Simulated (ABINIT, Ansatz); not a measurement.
## Quasiparticle gap of CdBr2 (P6_3mc) in ABINIT

Wanted: ground state, empty states, screening and self-energy for CdBr2 (P6_3mc).

Calculated with ABINIT 10.8.3; LDA and many-body steps on it, plane waves.

The database entry behind the starting cell has ideal inner coordinates that were not refined, so it need not match the best structure at ambient conditions.

### Step 1. Starting point

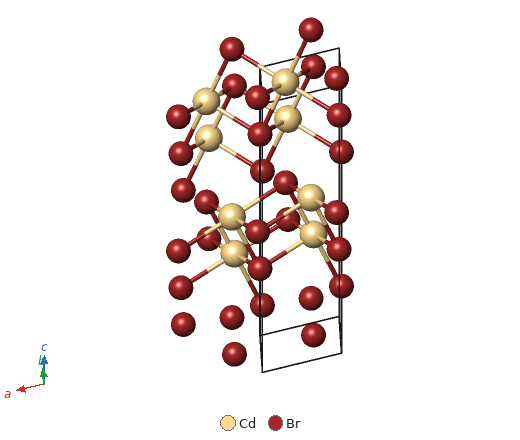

The cell as given, from a free direction (cadmium orange, bromine red). 2×2×1 cells are drawn. Bonds to atoms that aren't drawn are left out. Some periodic images of atoms are drawn too.

Structure file:

```cif
data_structure
_symmetry_space_group_name_H-M 'P 1'
_symmetry_Int_Tables_number 1
_cell_length_a 3.9850
_cell_length_b 3.9850
_cell_length_c 12.5610
_cell_angle_alpha 90.000
_cell_angle_beta 90.000
_cell_angle_gamma 120.000
_cell_volume 172.75
loop_
_atom_site_label
_atom_site_type_symbol
_atom_site_fract_x
_atom_site_fract_y
_atom_site_fract_z
_atom_site_occupancy
Cd1 Cd 0.33333 0.66667 0.37500 1
Cd2 Cd 0.66667 0.33333 0.87500 1
Br3 Br 0.33333 0.66667 0.00000 1
Br4 Br 0.66667 0.33333 0.50000 1
Br5 Br 0.00000 0.00000 0.25000 1
Br6 Br 0.00000 0.00000 0.75000 1
```

The cell and positions come from the Crystallography Open Database and are kept as given unless a step says otherwise.

### Step 2. Ground state

This step: ABINIT 10.8.3; DFT, LDA, plane waves, norm-conserving pseudopotentials.

The ground-state density comes first.

The input, run.abi:

```
acell 3*1.0 Angstrom
rprim 
  3.985000000011 -0.000000000003 0.000000000000
  -1.992500000003 3.451111234092 0.000000000000
  0.000000000000 0.000000000000 12.561000000000
ntypat 2
znucl 48 35
natom 6
typat 1 1 2 2 2 2
xred 
  0.333333333333 0.666666666667 0.375000000000
  0.666666666667 0.333333333333 0.875000000000
  0.333333333333 0.666666666667 0.000000000000
  0.666666666667 0.333333333333 0.500000000000
  0.000000000000 0.000000000000 0.250000000000
  0.000000000000 0.000000000000 0.750000000000
pp_dirpath "pseudos"
pseudos "Cd.upf, Br.upf"
ecut 47
ngkpt 6 6 2
nshiftk 1
shiftk 0 0 0
kptopt 1
chksymbreak 0
nband 41
occopt 1
tolvrs 1e-08
nstep 60
prtwf 0
optforces 0
optstress 0
indata_prefix "in"
outdata_prefix "out"
tmpdata_prefix "tmp"
```

The run is started by

```console
$ OMP_NUM_THREADS=1 mpirun -n 8 abinit run.abi > log
```

Numbers of over 12 decimals in the logs are rounded to 6 here.

What it wrote:

```text
.Version 10.8.3 of ABINIT. v10.8.2 released Aug 2026.

 Symmetries : space group P6_3 m c (#186); Bravais hP (primitive hexag.)
================================================================================
 Values of the parameters that define the memory need of the present run
     intxc =       0    ionmov =       0      iscf =       7    lmnmax =       6
     lnmax =       6     mgfft =     150  mpssoang =       3    mqgrid =    7326
     natom =       6  nloc_mem =       1    nspden =       1   nspinor =       1
    nsppol =       1      nsym =      12    n1xccc =    2501    ntypat =       2
    occopt =       1   xclevel =       1
-    mband =          41        mffmem =           1         mkmem =           2
       mpw =       17970          nfft =      345600          nkpt =          14
================================================================================
  Rough estimation (10% accuracy) of disk space for files :
================================================================================

--------------------------------------------------------------------------------
------------- Echo of variables that govern the present computation ------------
--------------------------------------------------------------------------------
 -outvars: echo values of preprocessed input variables --------
            acell      1.8897261259E+00  1.8897261259E+00  1.8897261259E+00 Bohr

      chksymbreak           0
             ecut      4.70000000E+01 Hartree
-          fftalg         312

              ixc       -1012
              kpt      0.00000000E+00  0.00000000E+00  0.00000000E+00
                       1.66666667E-01  0.00000000E+00  0.00000000E+00
                       3.33333333E-01  0.00000000E+00  0.00000000E+00
                       5.00000000E-01  0.00000000E+00  0.00000000E+00
                       1.66666667E-01  1.66666667E-01  0.00000000E+00
                       3.33333333E-01  1.66666667E-01  0.00000000E+00
                       3.33333333E-01  3.33333333E-01  0.00000000E+00
                       0.00000000E+00  0.00000000E+00  5.00000000E-01
                       1.66666667E-01  0.00000000E+00  5.00000000E-01
                       3.33333333E-01  0.00000000E+00  5.00000000E-01
                       5.00000000E-01  0.00000000E+00  5.00000000E-01
[...]
kptrlatt        6    0    0      0    6    0      0    0    2
          kptrlen      4.51833517E+01
P           mkmem           2
            natom           6
            nband          41
            ngfft          48      48     150
             nkpt          14
            nstep          60
             nsym          12
           ntypat           2
              occ      2.000000  2.000000  2.000000  2.000000  2.000000  2.000000
                       2.000000  2.000000  2.000000  2.000000  2.000000  2.000000
                       2.000000  2.000000  2.000000  2.000000  2.000000  2.000000
                       2.000000  2.000000  2.000000  2.000000  2.000000  2.000000
                       2.000000  2.000000  2.000000  2.000000  2.000000  2.000000
                       2.000000  2.000000  2.000000  2.000000  0.000000  0.000000
                       0.000000  0.000000  0.000000  0.000000  0.000000
        optforces           0
        optstress           0
            prtwf           0
            rprim      3.9850000000E+00 -3.0000000000E-12  0.0000000000E+00
[...]
spgroup         186

           tolvrs      1.00000000E-08

             xred      3.3333333333E-01  6.6666666667E-01  3.7500000000E-01
[...]
znucl       48.00000   35.00000

================================================================================

 chkinp: Checking input parameters for consistency.

================================================================================
== DATASET  1 ==================================================================
-   mpi_nproc: 8, omp_nthreads: 1 (-1 if OMP is not activated)

--- !DatasetInfo
iteration_state: {dtset: 1, }
dimensions: {natom: 6, nkpt: 14, mband: 41, nsppol: 1, nspinor: 1, nspden: 1, mpw: 17970, }
cutoff_energies: {ecut:  47.0, pawecutdg:  -1.0, }
electrons: {nelect:   6.80000000E+01, charge:   0.00000000E+00, occopt:   1.00000000E+00, tsmear:   1.00000000E-02, }

 Real(R)+Recip(G) space primitive vectors, cartesian coordinates (Bohr,Bohr^-1):
 R(1)=  7.5305586  0.0000000  0.0000000  G(1)=  0.1327923  0.0766677  0.0000000
 R(2)= -3.7652793  6.5216551  0.0000000  G(2)=  0.0000000  0.1533353  0.0000000
 R(3)=  0.0000000  0.0000000 23.7368499  G(3)=  0.0000000  0.0000000  0.0421286
 Unit cell volume ucvol=  1.1657572E+03 bohr^3
 Angles (23,13,12)=  9.00000000E+01  9.00000000E+01  1.20000000E+02 degrees

 getcut: wavevector=  0.0000  0.0000  0.0000  ngfft=  48  48 150
         ecut(hartree)=     47.000   => boxcut(ratio)=   2.04764

--- Pseudopotential description ------------------------------------------------
- Cd Generated using ONCVPSP code by D. R. Hamann
- 48.00000  20.00000  180309                  znucl, zion, pspdat
12 -1012 2 -1 1336                            pspcod,pspxc,lmax,lloc,mmax
     nproj     2     2     2
  pspatm : epsatm=   23.37058476
         --- l  ekb(1:nproj) -->
[...]
pspatm: atomic psp has been read  and splines computed

- Br Generated using ONCVPSP code by D. R. Hamann
- 35.00000   7.00000  180309                  znucl, zion, pspdat
12 -1012 2 -1 1084                            pspcod,pspxc,lmax,lloc,mmax
     nproj     2     2     2
  pspatm : epsatm=   10.24179696
         --- l  ekb(1:nproj) -->
[...]
pspatm: atomic psp has been read  and splines computed

   5.96416830E+03                                ecore*ucvol(ha*bohr**3)
--------------------------------------------------------------------------------

_setup2: Arith. and geom. avg. npw (full set) are   17942.375   17942.362

================================================================================

--- !BeginCycle
iteration_state: {dtset: 1, }
solver: {iscf: 7, nstep: 60, nline: 4, wfoptalg: 0, }
tolerances: {tolvrs: 1.00E-08, }

     iter   Etot(hartree)      deltaE(h)  residm     vres2
 ETOT  1  -392.01880906791    -3.920E+02 3.343E+00 1.386E+05
 ETOT  2  -395.22792043011    -3.209E+00 1.353E+00 2.284E+05
 ETOT  3  -411.39747053664    -1.617E+01 6.004E-01 2.637E+04
 ETOT  4  -412.84656564542    -1.449E+00 3.580E-02 1.406E+04
 ETOT  5  -413.43792744909    -5.914E-01 3.936E-03 5.960E+03
 ETOT  6  -413.70519411072    -2.673E-01 5.268E-03 2.528E+03
 ETOT  7  -413.79630475204    -9.111E-02 2.979E-03 1.204E+03
 ETOT  8  -413.81899209110    -2.269E-02 3.340E-03 8.877E+02
 ETOT  9  -413.87642263437    -5.743E-02 5.475E-03 9.587E+01
 ETOT 10  -413.88300718351    -6.585E-03 1.495E-02 1.652E-01
 ETOT 11  -413.88303324127    -2.606E-05 2.482E-03 4.803E-02
 ETOT 12  -413.88304239369    -9.152E-06 3.244E-02 1.144E-03
 ETOT 13  -413.88304262565    -2.320E-07 1.512E-03 6.349E-05
 ETOT 14  -413.88304263497    -9.324E-09 9.810E-04 1.292E-05
 ETOT 15  -413.88304263553    -5.573E-10 2.268E-03 5.336E-06
 ETOT 16  -413.88304263650    -9.693E-10 3.189E-04 1.615E-07
 ETOT 17  -413.88304263653    -3.183E-11 4.979E-04 8.438E-09

 At SCF step   17       vres2   =  8.44E-09 < tolvrs=  1.00E-08 =>converged.

--- !ResultsGS
iteration_state: {dtset: 1, }
comment   : Summary of ground state results
lattice_vectors:
- [  7.5305586,  -0.0000000,   0.0000000, ]
- [ -3.7652793,   6.5216551,   0.0000000, ]
- [  0.0000000,   0.0000000,  23.7368499, ]
lattice_lengths: [   7.53056,    7.53056,   23.73685, ]
lattice_angles: [ 90.000,  90.000, 120.000, ] # degrees, (23, 13, 12)
lattice_volume:   1.1657572E+03
convergence: {deltae: -3.183E-11, res2:  8.438E-09, residm:  4.979E-04, diffor:  0.000E+00, }
etotal    :  -4.13883043E+02
entropy   :   0.00000000E+00
fermie    :   7.17576278E-02
cartesian_stress_tensor: null
pressure_GPa: null
xred      :
- [  3.3333E-01,   6.6667E-01,   3.7500E-01, Cd]
- [  6.6667E-01,   3.3333E-01,   8.7500E-01, Cd]
- [  3.3333E-01,   6.6667E-01,   1.1102E-16, Br]
- [  6.6667E-01,   3.3333E-01,   5.0000E-01, Br]
- [  3.7007E-17,   3.7007E-17,   2.5000E-01, Br]
- [  3.7007E-17,   3.7007E-17,   7.5000E-01, Br]
cartesian_forces: null
force_length_stats: {min: null, max: null, mean: null, }

 Integrated electronic density in atomic spheres:
 ------------------------------------------------
 Atom  Sphere_radius  Integrated_density
[...]
================================================================================

 ----iterations are completed or convergence reached----

 Mean square residual over all n,k,spin=   27.017E-07; max=  49.790E-05
 reduced coordinates (array xred) for    6 atoms
[...]
0.666666666667      0.333333333333      0.875000000000
       0.333333333333      0.666666666667      0.000000000000
       0.666666666667      0.333333333333      0.500000000000
       0.000000000000      0.000000000000      0.250000000000
       0.000000000000      0.000000000000      0.750000000000
 rms dE/dt=  0.0000E+00; max dE/dt=  0.0000E+00; dE/dt below (all hartree)
    1       0.000000000000      0.000000000000      0.000000000000
    2       0.000000000000      0.000000000000      0.000000000000
    3       0.000000000000      0.000000000000      0.000000000000
    4       0.000000000000      0.000000000000      0.000000000000
    5       0.000000000000      0.000000000000      0.000000000000
    6       0.000000000000      0.000000000000      0.000000000000

 cartesian coordinates (angstrom) at end:
    1      1.67e-12     2.300741     4.710375
    2      1.992500     1.150370    10.990875
    3      1.67e-12     2.300741     0.000000
    4      1.992500     1.150370     6.280500
    5      0.000000     0.000000     3.140250
    6      0.000000     0.000000     9.420750
 length scales=  1.889726125908  1.889726125908  1.889726125908 bohr
              =  1.000000000000  1.000000000000  1.000000000000 angstroms
 prteigrs : about to open file out_EIG
 Fermi (or HOMO) energy (hartree) =   0.07176   Average Vxc (hartree)=  -0.34620
 Eigenvalues (hartree) for nkpt=  14  k points:
 kpt#   1, nband= 41, wtk=  0.01389, kpt=  0.0000  0.0000  0.0000 (reduced coord)
  -3.62246   -3.62246   -2.19516   -2.19516   -2.19516   -2.19516   -2.19507   -2.19507
  -0.43826   -0.43234   -0.42279   -0.41573   -0.18395   -0.18395   -0.18389   -0.18389
  -0.17922   -0.17813   -0.17270   -0.17270   -0.17270   -0.17270   -0.05750   -0.03488
   0.01674    0.05109    0.05109    0.05582    0.05582    0.06613    0.06671    0.06671
   0.07176    0.07176    0.16463    0.21425    0.25794    0.26010    0.36115    0.36121
   0.36586
 prteigrs : prtvol=0 or 1, do not print more k-points.

--- !EnergyTerms
iteration_state     : {dtset: 1, }
comment             : Components of total free energy in Hartree
kinetic             :  1.40384173452526E+02
hartree             :  1.65253841479446E+02
xc                  : -6.87938750068868E+01
Ewald energy        : -1.94354030710777E+02
psp_core            :  5.11613256870587E+00
local_psp           : -4.78212934231075E+02
non_local_psp       :  1.67236498115284E+01
total_energy        : -4.13883042636532E+02
total_energy_eV     : -1.12623313338445E+04
band_energy         : -4.73282769312248E+01

== END DATASET(S) ==============================================================
================================================================================

 -outvars: echo values of variables after computation  --------
           etotal     -4.1388304264E+02
            nband          41
             nkpt          14
          spgroup         186
 [... the other variables as echoed above ...]

 Calculation completed.
```

Wall time 83 s (8 MPI ranks of Arm Neoverse V2, shared host); peak memory 1.3 GiB; 11 min of CPU time.

This step gave:

| Item | Value |
| --- | --- |
| total energy | -11262.3313 eV |
| gap | 2.527 eV |
| k of the valence top | 0, 0, 0 |
| k of the conduction bottom | 0, 0, 0 |
| least direct gap | 2.527 eV |

The gap is direct, at Γ.

(Part 1 of 3 ends here.)

[Paths, hosts, dates, memory and timing lines, banners, echoed tables and standing remarks are left out of the program output.]

[Logs are printed without paths, hosts, clocks, repeated set-up lines and the standing remarks that a program may print on its own settings, such as how far it seeks lower states.]

[Runs of the session that timed out or met a known fault of the program may be left out.]

[Hosts, paths, dates, database ids (printed as entryN), source tags and the programs' standing remarks are cut or masked in the printed files.]

[G0W0 gaps are taken among the corrected bands and points alone; a level outside them can change the order at an edge.]

[Where Ansatz stands beside ABINIT at settings called matched, ABINIT's density can come from a denser mesh and the files from another edition; pairs whose starting gaps differed by over 0.03 eV were left out, so agreement reads better than it is.]
